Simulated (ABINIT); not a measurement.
# InP (F-43m): G0W0 with ABINIT, start to end

How does a plane-wave GW calculation on InP (F-43m) run from the first input to the gap?

Method: PBE and many-body steps on it, plane waves, in ABINIT 10.8.3.

The database entry behind the starting cell differs from later determinations by our own check (0.1 to 0.3 % short, probably kX units), so it need not match the best structure at ambient conditions.

### Step 1. The structure

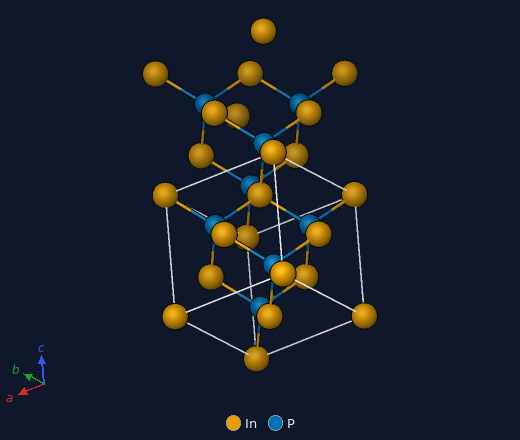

Start, viewed from a free direction; indium orange, phosphorus blue. 1×1×2 cells are drawn. This picture shows the conventional cell, with its axes. Bonds to atoms that aren't drawn are left out. Some periodic images of atoms are drawn too.

The cell and positions come from the Crystallography Open Database and are kept as given unless a step says otherwise.

### Step 2. Ground state

This step: ABINIT 10.8.3; DFT, PBE, plane waves, norm-conserving pseudopotentials.

The ground-state density comes first.

run.abi

```
acell 3*1.0 Angstrom
rprim 
  -0.000000000000 2.930500000000 2.930500000000
  2.930500000000 -0.000000000000 2.930500000000
  2.930500000000 2.930500000000 -0.000000000000
ntypat 2
znucl 49 15
natom 2
typat 1 2
xred 
  0.000000000000 0.000000000000 0.000000000000
  0.250000000000 0.250000000000 0.250000000000
pp_dirpath "pseudos"
pseudos "In.upf, P.upf"
ecut 33
ngkpt 6 6 6
nshiftk 1
shiftk 0 0 0
kptopt 1
chksymbreak 0
nband 18
occopt 1
tolvrs 1e-10
nstep 60
prtwf 0
optforces 0
optstress 0
indata_prefix "in"
outdata_prefix "out"
tmpdata_prefix "tmp"
```

Started as:

```bash
OMP_NUM_THREADS=1 mpirun -n 4 abinit run.abi > log
```

Numbers of over 12 decimals in the logs are rounded to 6 here.

Log:

```text
.Version 10.8.3 of ABINIT. v10.8.2 released Aug 2026.

 Symmetries : space group F-4 3 m (#216); Bravais cF (face-center cubic)
================================================================================
 Values of the parameters that define the memory need of the present run
     intxc =       0    ionmov =       0      iscf =       7    lmnmax =       6
     lnmax =       6     mgfft =      45  mpssoang =       3    mqgrid =    3001
     natom =       2  nloc_mem =       1    nspden =       1   nspinor =       1
    nsppol =       1      nsym =      24    n1xccc =    2501    ntypat =       2
    occopt =       1   xclevel =       2
-    mband =          18        mffmem =           1         mkmem =           4
       mpw =        3100          nfft =       91125          nkpt =          16
================================================================================
  Rough estimation (10% accuracy) of disk space for files :
================================================================================

--------------------------------------------------------------------------------
------------- Echo of variables that govern the present computation ------------
--------------------------------------------------------------------------------
 -outvars: echo values of preprocessed input variables --------
            acell      1.8897261259E+00  1.8897261259E+00  1.8897261259E+00 Bohr

      chksymbreak           0
             ecut      3.30000000E+01 Hartree
-          fftalg         312

              ixc     -101130
              kpt      0.00000000E+00  0.00000000E+00  0.00000000E+00
                       1.66666667E-01  0.00000000E+00  0.00000000E+00
                       3.33333333E-01  0.00000000E+00  0.00000000E+00
                       5.00000000E-01  0.00000000E+00  0.00000000E+00
                       1.66666667E-01  1.66666667E-01  0.00000000E+00
                       3.33333333E-01  1.66666667E-01  0.00000000E+00
                       5.00000000E-01  1.66666667E-01  0.00000000E+00
                      -3.33333333E-01  1.66666667E-01  0.00000000E+00
                      -1.66666667E-01  1.66666667E-01  0.00000000E+00
   [... 5 further rows ...]
                      -3.33333333E-01  3.33333333E-01  1.66666667E-01
                      -3.33333333E-01  5.00000000E-01  1.66666667E-01
         kptrlatt        6    0    0      0    6    0      0    0    6
          kptrlen      4.69901511E+01
P           mkmem           4
            natom           2
            nband          18
            ngfft          45      45      45
             nkpt          16
            nstep          60
             nsym          24
           ntypat           2
              occ      2.000000  2.000000  2.000000  2.000000  2.000000  2.000000
                       2.000000  2.000000  2.000000  2.000000  2.000000  2.000000
                       2.000000  0.000000  0.000000  0.000000  0.000000  0.000000
        optforces           0
        optstress           0
            prtwf           0
            rprim     -0.0000000000E+00  2.9305000000E+00  2.9305000000E+00
[...]
spgroup         216

           tolvrs      1.00000000E-10

             xred      0.0000000000E+00  0.0000000000E+00  0.0000000000E+00
[...]
znucl       49.00000   15.00000

================================================================================

 chkinp: Checking input parameters for consistency.

================================================================================
== DATASET  1 ==================================================================
-   mpi_nproc: 4, omp_nthreads: 1 (-1 if OMP is not activated)

--- !DatasetInfo
iteration_state: {dtset: 1, }
dimensions: {natom: 2, nkpt: 16, mband: 18, nsppol: 1, nspinor: 1, nspden: 1, mpw: 3100, }
cutoff_energies: {ecut:  33.0, pawecutdg:  -1.0, }
electrons: {nelect:   2.60000000E+01, charge:   0.00000000E+00, occopt:   1.00000000E+00, tsmear:   1.00000000E-02, }

 Real(R)+Recip(G) space primitive vectors, cartesian coordinates (Bohr,Bohr^-1):
 R(1)=  0.0000000  5.5378424  5.5378424  G(1)= -0.0902879  0.0902879  0.0902879
 R(2)=  5.5378424  0.0000000  5.5378424  G(2)=  0.0902879 -0.0902879  0.0902879
 R(3)=  5.5378424  5.5378424  0.0000000  G(3)=  0.0902879  0.0902879 -0.0902879
 Unit cell volume ucvol=  3.3966576E+02 bohr^3
 Angles (23,13,12)=  6.00000000E+01  6.00000000E+01  6.00000000E+01 degrees

 getcut: wavevector=  0.0000  0.0000  0.0000  ngfft=  45  45  45
         ecut(hartree)=     33.000   => boxcut(ratio)=   2.17258

--- Pseudopotential description ------------------------------------------------
- In Generated using ONCVPSP code by D. R. Hamann
- 49.00000  21.00000  171031                  znucl, zion, pspdat
12 -101130 2 -1 1964                          pspcod,pspxc,lmax,lloc,mmax
     nproj     2     2     2
  pspatm : epsatm=   33.77322108
         --- l  ekb(1:nproj) -->
[...]
pspatm: atomic psp has been read  and splines computed

- P Generated using ONCVPSP code by D. R. Hamann
- 15.00000   5.00000  171031                  znucl, zion, pspdat
12 -101130 2 -1 1298                          pspcod,pspxc,lmax,lloc,mmax
     nproj     2     2     2
  pspatm : epsatm=    8.05910421
         --- l  ekb(1:nproj) -->
[...]
2   -3.154982   -0.827415
 pspatm: atomic psp has been read  and splines computed

   1.08764046E+03                                ecore*ucvol(ha*bohr**3)
--------------------------------------------------------------------------------

_setup2: Arith. and geom. avg. npw (full set) are    3076.875    3076.851

================================================================================

--- !BeginCycle
iteration_state: {dtset: 1, }
solver: {iscf: 7, nstep: 60, nline: 4, wfoptalg: 0, }
tolerances: {tolvrs: 1.00E-10, }

     iter   Etot(hartree)      deltaE(h)  residm     vres2
 ETOT  1  -205.97379630002    -2.060E+02 2.231E-01 2.035E+02
 ETOT  2  -206.37873386066    -4.049E-01 1.252E-02 2.815E+01
 ETOT  3  -206.38174677282    -3.013E-03 2.083E-02 7.750E-01
 ETOT  4  -206.38178877304    -4.200E-05 7.453E-04 6.304E-02
 ETOT  5  -206.38179190036    -3.127E-06 1.917E-04 6.390E-03
 ETOT  6  -206.38179338651    -1.486E-06 1.096E-03 2.070E-03
 ETOT  7  -206.38179369326    -3.067E-07 7.848E-05 4.100E-06
 ETOT  8  -206.38179369380    -5.402E-10 2.939E-04 8.570E-08
 ETOT  9  -206.38179369381    -1.472E-11 1.631E-05 3.250E-09
 ETOT 10  -206.38179369381    -2.103E-12 5.739E-05 2.705E-10
 ETOT 11  -206.38179369381    -5.400E-13 3.083E-06 1.165E-11

 At SCF step   11       vres2   =  1.17E-11 < tolvrs=  1.00E-10 =>converged.

--- !ResultsGS
iteration_state: {dtset: 1, }
comment   : Summary of ground state results
lattice_vectors:
- [ -0.0000000,   5.5378424,   5.5378424, ]
- [  5.5378424,  -0.0000000,   5.5378424, ]
- [  5.5378424,   5.5378424,  -0.0000000, ]
lattice_lengths: [   7.83169,    7.83169,    7.83169, ]
lattice_angles: [ 60.000,  60.000,  60.000, ] # degrees, (23, 13, 12)
lattice_volume:   3.3966576E+02
convergence: {deltae: -5.400E-13, res2:  1.165E-11, residm:  3.083E-06, diffor:  0.000E+00, }
etotal    :  -2.06381794E+02
entropy   :   0.00000000E+00
fermie    :   1.82435607E-01
cartesian_stress_tensor: null
pressure_GPa: null
xred      :
- [  0.0000E+00,   0.0000E+00,   0.0000E+00, In]
- [  2.5000E-01,   2.5000E-01,   2.5000E-01,  P]
cartesian_forces: null
force_length_stats: {min: null, max: null, mean: null, }

 Integrated electronic density in atomic spheres:
 ------------------------------------------------
 Atom  Sphere_radius  Integrated_density
    1        2.00000         17.85064401
    2        2.00000          2.75896772
================================================================================

 ----iterations are completed or convergence reached----

 Mean square residual over all n,k,spin=   10.723E-09; max=  30.825E-07
 reduced coordinates (array xred) for    2 atoms
       0.000000000000      0.000000000000      0.000000000000
       0.250000000000      0.250000000000      0.250000000000
 rms dE/dt=  0.0000E+00; max dE/dt=  0.0000E+00; dE/dt below (all hartree)
    1       0.000000000000      0.000000000000      0.000000000000
    2       0.000000000000      0.000000000000      0.000000000000

 cartesian coordinates (angstrom) at end:
    1      0.000000     0.000000     0.000000
    2      1.465250     1.465250     1.465250
 length scales=  1.889726125908  1.889726125908  1.889726125908 bohr
              =  1.000000000000  1.000000000000  1.000000000000 angstroms
 prteigrs : about to open file out_EIG
 Fermi (or HOMO) energy (hartree) =   0.18244   Average Vxc (hartree)=  -0.34806
 Eigenvalues (hartree) for nkpt=  16  k points:
 kpt#   1, nband= 18, wtk=  0.00463, kpt=  0.0000  0.0000  0.0000 (reduced coord)
  -4.04594   -2.51987   -2.51987   -2.51987   -0.33970   -0.33970   -0.33970   -0.33420
  -0.33420   -0.24085    0.18244    0.18244    0.18244    0.20849    0.33265    0.33265
   0.33265    0.49824
 prteigrs : prtvol=0 or 1, do not print more k-points.

--- !EnergyTerms
iteration_state     : {dtset: 1, }
comment             : Components of total free energy in Hartree
kinetic             :  7.02144370806370E+01
hartree             :  7.44753590612907E+01
xc                  : -3.01419855988576E+01
Ewald energy        : -1.04054616797132E+02
psp_core            :  3.20209033028539E+00
local_psp           : -2.04256010233885E+02
non_local_psp       : -1.58210675361525E+01
total_energy        : -2.06381793693814E+02
total_energy_eV     : -5.61593470234074E+03
band_energy         : -2.64771403849235E+01

== END DATASET(S) ==============================================================
================================================================================

 -outvars: echo values of variables after computation  --------
           etotal     -2.0638179369E+02
            nband          18
             nkpt          16
          spgroup         216
 [... the other variables as echoed above ...]

 Calculation completed.
```

The job ended after 11 s (4 MPI ranks of Arm Neoverse V2, shared host; peak memory 0.32 GiB).

Numbers from this step:

```yaml
total_energy: -5615.9347 eV
gap: 0.7089 eV
k_of_the_valence_top: 0, 0, 0
k_of_the_conduction_bottom: 0, 0, 0
least_direct_gap: 0.7089 eV
```

The gap is direct, at Γ.

### Step 3. Bands along the symmetry lines

Levels along a band path, at the cheap level, show where the edges lie and whether the meshes to come will hold them.

run.abi

```
acell 3*1.0 Angstrom
rprim 
  -0.000000000000 2.930500000000 2.930500000000
  2.930500000000 -0.000000000000 2.930500000000
  2.930500000000 2.930500000000 -0.000000000000
ntypat 2
znucl 49 15
natom 2
typat 1 2
xred 
  0.000000000000 0.000000000000 0.000000000000
  0.250000000000 0.250000000000 0.250000000000
pp_dirpath "pseudos"
pseudos "In.upf, P.upf"
ecut 33
iscf -2
irdden 1
kptopt 0
nkpt 50
kpt 
  0.00000000 0.00000000 0.00000000
  -0.06250000 -0.06250000 0.00000000
  -0.12500000 -0.12500000 0.00000000
  -0.18750000 -0.18750000 0.00000000
  -0.25000000 -0.25000000 0.00000000
  -0.31250000 -0.31250000 0.00000000
  -0.37500000 -0.37500000 0.00000000
  -0.43750000 -0.43750000 0.00000000
  -0.50000000 -0.50000000 0.00000000
  -0.48437500 -0.48437500 0.03125000
  -0.46875000 -0.46875000 0.06250000
  -0.45312500 -0.45312500 0.09375000
  -0.43750000 -0.43750000 0.12500000
  -0.42187500 -0.42187500 0.15625000
  -0.40625000 -0.40625000 0.18750000
  -0.39062500 -0.39062500 0.21875000
  -0.37500000 -0.37500000 0.25000000
  -0.37500000 0.00000000 0.37500000
  -0.32812500 0.00000000 0.32812500
  -0.28125000 0.00000000 0.28125000
  -0.23437500 0.00000000 0.23437500
  -0.18750000 0.00000000 0.18750000
  -0.14062500 0.00000000 0.14062500
  -0.09375000 0.00000000 0.09375000
  -0.04687500 0.00000000 0.04687500
  0.00000000 0.00000000 0.00000000
  0.00000000 0.00000000 0.06250000
  0.00000000 0.00000000 0.12500000
  0.00000000 0.00000000 0.18750000
  0.00000000 0.00000000 0.25000000
  0.00000000 0.00000000 0.31250000
  0.00000000 0.00000000 0.37500000
  0.00000000 0.00000000 0.43750000
  -0.00000000 -0.00000000 0.50000000
  -0.06250000 -0.03125000 0.46875000
  -0.12500000 -0.06250000 0.43750000
  -0.18750000 -0.09375000 0.40625000
  -0.25000000 -0.12500000 0.37500000
  -0.31250000 -0.15625000 0.34375000
  -0.37500000 -0.18750000 0.31250000
  -0.43750000 -0.21875000 0.28125000
  -0.50000000 -0.25000000 0.25000000
  -0.50000000 -0.28125000 0.21875000
  -0.50000000 -0.31250000 0.18750000
  -0.50000000 -0.34375000 0.15625000
  -0.50000000 -0.37500000 0.12500000
  -0.50000000 -0.40625000 0.09375000
  -0.50000000 -0.43750000 0.06250000
  -0.50000000 -0.46875000 0.03125000
  -0.50000000 -0.50000000 0.00000000
istwfk *1
nband 20
nbdbuf 2
tolwfr 1e-08
nstep 40
prtwf 0
prtvol 0
indata_prefix "in"
outdata_prefix "out"
tmpdata_prefix "tmp"
```

Log:

```text
.Version 10.8.3 of ABINIT. v10.8.2 released Aug 2026.

 Symmetries : space group F-4 3 m (#216); Bravais cF (face-center cubic)
[... echo of the input left out ...]
== DATASET  1 ==================================================================
-   mpi_nproc: 4, omp_nthreads: 1 (-1 if OMP is not activated)

--- !DatasetInfo
iteration_state: {dtset: 1, }
dimensions: {natom: 2, nkpt: 50, mband: 20, nsppol: 1, nspinor: 1, nspden: 1, mpw: 3119, }
cutoff_energies: {ecut:  33.0, pawecutdg:  -1.0, }
electrons: {nelect:   2.60000000E+01, charge:   0.00000000E+00, occopt:   1.00000000E+00, tsmear:   1.00000000E-02, }

 Real(R)+Recip(G) space primitive vectors, cartesian coordinates (Bohr,Bohr^-1):
 R(1)=  0.0000000  5.5378424  5.5378424  G(1)= -0.0902879  0.0902879  0.0902879
 R(2)=  5.5378424  0.0000000  5.5378424  G(2)=  0.0902879 -0.0902879  0.0902879
 R(3)=  5.5378424  5.5378424  0.0000000  G(3)=  0.0902879  0.0902879 -0.0902879
 Unit cell volume ucvol=  3.3966576E+02 bohr^3
 Angles (23,13,12)=  6.00000000E+01  6.00000000E+01  6.00000000E+01 degrees

 getcut: wavevector=  0.0000  0.0000  0.0000  ngfft=  45  45  45
         ecut(hartree)=     33.000   => boxcut(ratio)=   2.17258

--- Pseudopotential description ------------------------------------------------
- In Generated using ONCVPSP code by D. R. Hamann
- 49.00000  21.00000  171031                  znucl, zion, pspdat
12 -101130 2 -1 1964                          pspcod,pspxc,lmax,lloc,mmax
     nproj     2     2     2
  pspatm : epsatm=   33.77322108
         --- l  ekb(1:nproj) -->
             0    8.444792   -0.551410
             1    2.489821   -1.164509
             2   -3.311344   -0.947824
 pspatm: atomic psp has been read  and splines computed

- P Generated using ONCVPSP code by D. R. Hamann
- 15.00000   5.00000  171031                  znucl, zion, pspdat
12 -101130 2 -1 1298                          pspcod,pspxc,lmax,lloc,mmax
     nproj     2     2     2
  pspatm : epsatm=    8.05910421
         --- l  ekb(1:nproj) -->
[...]
pspatm: atomic psp has been read  and splines computed

--------------------------------------------------------------------------------

================================================================================
 prteigrs : about to open file out_EIG
 Non-SCF case, kpt    1 (  0.00000  0.00000  0.00000), residuals and eigenvalues=
  3.14E-09  2.81E-09  4.32E-09  5.14E-09  1.69E-09  2.55E-09  5.68E-09  1.28E-09
  3.64E-09  8.96E-10  2.51E-09  6.28E-09  8.37E-09  5.66E-09  1.97E-09  5.67E-09
  8.03E-09  4.11E-09  6.19E-09  2.65E-07
 -4.0459E+00 -2.5199E+00 -2.5199E+00 -2.5199E+00 -3.3970E-01 -3.3970E-01
 -3.3970E-01 -3.3420E-01 -3.3420E-01 -2.4085E-01  1.8244E-01  1.8244E-01
  1.8244E-01  2.0849E-01  3.3265E-01  3.3265E-01  3.3265E-01  4.9824E-01
  5.2838E-01  5.2838E-01
 Non-SCF case, kpt    2 ( -0.06250 -0.06250  0.00000), residuals and eigenvalues=
[...]
5.1127E-01  5.2973E-01
 Non-SCF case, kpt    3 ( -0.12500 -0.12500  0.00000), residuals and eigenvalues=
[...]
5.04E-09  5.62E-09  1.08E-06  3.63E-07
[...]
5.3373E-01  5.4203E-01
[...]
Non-SCF case, kpt   49 ( -0.50000 -0.46875  0.03125), residuals and eigenvalues=
[...]
5.8135E-01  6.1672E-01
 Non-SCF case, kpt   50 ( -0.50000 -0.50000  0.00000), residuals and eigenvalues=
[...]
-3.3583E-01 -3.3583E-01 -3.3284E-01 -1.5354E-01 -2.8881E-02  9.7175E-02
  9.7175E-02  2.4712E-01  2.6577E-01  5.2156E-01  5.3465E-01  5.3465E-01
  5.7856E-01  6.1605E-01

--- !ResultsGS
iteration_state: {dtset: 1, }
comment   : Summary of ground state results
lattice_vectors:
- [ -0.0000000,   5.5378424,   5.5378424, ]
- [  5.5378424,  -0.0000000,   5.5378424, ]
- [  5.5378424,   5.5378424,  -0.0000000, ]
lattice_lengths: [   7.83169,    7.83169,    7.83169, ]
lattice_angles: [ 60.000,  60.000,  60.000, ] # degrees, (23, 13, 12)
lattice_volume:   3.3966576E+02
convergence: {deltae:  0.000E+00, res2:  0.000E+00, residm:  9.979E-09, diffor:  0.000E+00, }
etotal    :  -2.06381794E+02
entropy   :   0.00000000E+00
fermie    :   1.82435607E-01
cartesian_stress_tensor: null
pressure_GPa: null
xred      :
- [  0.0000E+00,   0.0000E+00,   0.0000E+00, In]
- [  2.5000E-01,   2.5000E-01,   2.5000E-01,  P]
cartesian_forces: null
force_length_stats: {min: null, max: null, mean: null, }

 Integrated electronic density in atomic spheres:
 ------------------------------------------------
 Atom  Sphere_radius  Integrated_density
[...]
================================================================================

 ----iterations are completed or convergence reached----

 Mean square residual over all n,k,spin=   48.102E-10; max=  99.791E-10
 reduced coordinates (array xred) for    2 atoms
       0.000000000000      0.000000000000      0.000000000000
       0.250000000000      0.250000000000      0.250000000000

 cartesian coordinates (angstrom) at end:
[...]
length scales=  1.889726125908  1.889726125908  1.889726125908 bohr
              =  1.000000000000  1.000000000000  1.000000000000 angstroms
 prteigrs : about to open file out_EIG
 Eigenvalues (hartree) for nkpt=  50  k points:
 kpt#   1, nband= 20, wtk=  1.00000, kpt=  0.0000  0.0000  0.0000 (reduced coord)
[...]
kpt#   2, nband= 20, wtk=  1.00000, kpt= -0.0625 -0.0625  0.0000 (reduced coord)
[...]
kpt#   3, nband= 20, wtk=  1.00000, kpt= -0.1250 -0.1250  0.0000 (reduced coord)
[...]
kpt#  49, nband= 20, wtk=  1.00000, kpt= -0.5000 -0.4687  0.0313 (reduced coord)
[...]
0.52716    0.53876    0.58135    0.61672
 kpt#  50, nband= 20, wtk=  1.00000, kpt= -0.5000 -0.5000  0.0000 (reduced coord)
  -4.04589   -2.51988   -2.51988   -2.51988   -0.34635   -0.33597   -0.33583   -0.33583
  -0.33284   -0.15354   -0.02888    0.09718    0.09718    0.24712    0.26577    0.52156
   0.53465    0.53465    0.57856    0.61605

== END DATASET(S) ==============================================================
================================================================================

 -outvars: echo values of variables after computation  --------
            nband          20
             nkpt          50
          spgroup         216
 [... the other variables as echoed above ...]

 Calculation completed.
```

Run time: 14 s. Hardware: 4 MPI ranks; peak memory 0.3 GiB.

Numbers from this step:

- gap: 0.7089 eV
- k of the valence top: 0, 0, 0
- k of the conduction bottom: 0, 0, 0
- least direct gap: 0.7089 eV

The gap is 0.709 eV, as in the run before at this level.

Electronic bands along the path, in eV, zero at the top of the highest filled band:

| point | band 10 | band 11 | band 12 | band 13 | band 14 | band 15 | band 16 | band 17 |
| --- | --- | --- | --- | --- | --- | --- | --- | --- |
| Γ | -11.52 | 0.00 | 0.00 | 0.00 | 0.71 | 4.09 | 4.09 | 4.09 |
| X | -9.14 | -5.75 | -2.32 | -2.32 | 1.76 | 2.27 | 9.23 | 9.58 |
| U | -9.15 | -5.61 | -3.30 | -1.94 | 2.36 | 4.39 | 7.51 | 7.55 |
| jump to K | -9.15 | -5.61 | -3.30 | -1.94 | 2.36 | 4.39 | 7.51 | 7.55 |
| Γ | -11.52 | 0.00 | 0.00 | 0.00 | 0.71 | 4.09 | 4.09 | 4.09 |
| L | -9.80 | -5.73 | -0.97 | -0.97 | 1.50 | 4.80 | 4.80 | 7.12 |
| W | -9.06 | -5.60 | -2.95 | -2.91 | 4.29 | 4.38 | 5.57 | 6.21 |
| X | -9.14 | -5.75 | -2.32 | -2.32 | 1.76 | 2.27 | 9.23 | 9.58 |

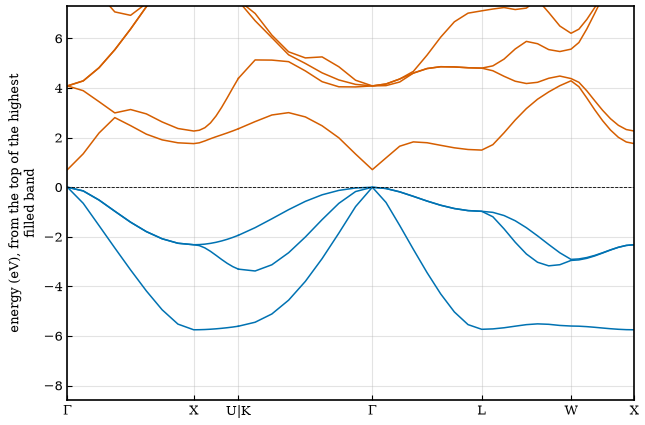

Electronic bands along the path; lines of filled and empty bands in two colours.

(Continued in part 2 of 2.)

[Paths, hosts, dates, memory and timing lines, banners, echoed tables and standing remarks are left out of the program output.]

[Logs are printed without paths, hosts, clocks, repeated set-up lines and the standing remarks that a program may print on its own settings, such as how far it seeks lower states.]

[Runs of the session that timed out or met a known fault of the program may be left out.]

[Hosts, paths, dates, database ids (printed as entryN), source tags and the programs' standing remarks are cut or masked in the printed files.]

[G0W0 gaps are taken among the corrected bands and points alone; a level outside them can change the order at an edge.]

[Where Ansatz stands beside ABINIT at settings called matched, ABINIT's density can come from a denser mesh and the files from another edition; pairs whose starting gaps differed by over 0.03 eV were left out, so agreement reads better than it is.]
